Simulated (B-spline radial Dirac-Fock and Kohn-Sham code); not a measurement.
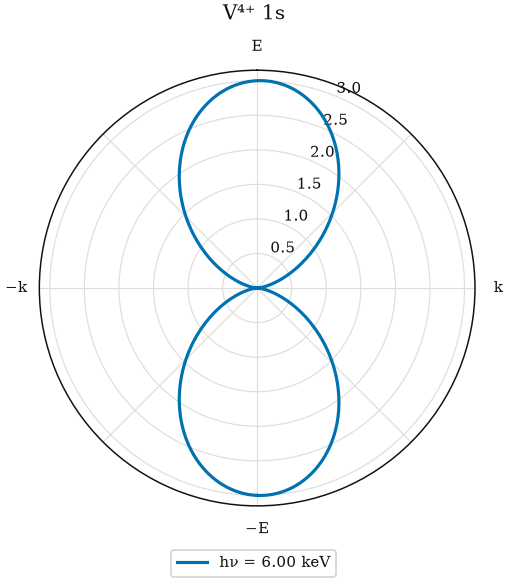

Fig. 1. Angular distribution of photoelectrons from K (1s) in the plane of the polarisation E (up) and the photon direction k (right), relative to an isotropic one. System: V⁴⁺. The calculation used a Dirac–Hartree–Slater potential; 1 + βP₂(cos θ) + (δ + γ cos²θ) sin θ cos φ with E1 and E1–E2 terms (a radial B-spline solver). Open shells are averaged over j.

At 6.00 keV, β = 2.000, γ = 0.126 and δ = 0.000. At 6.00 keV the emission 45° forward of E is 1.1 times that 45° backward, and the lobe peaks 1.0° from E towards k.
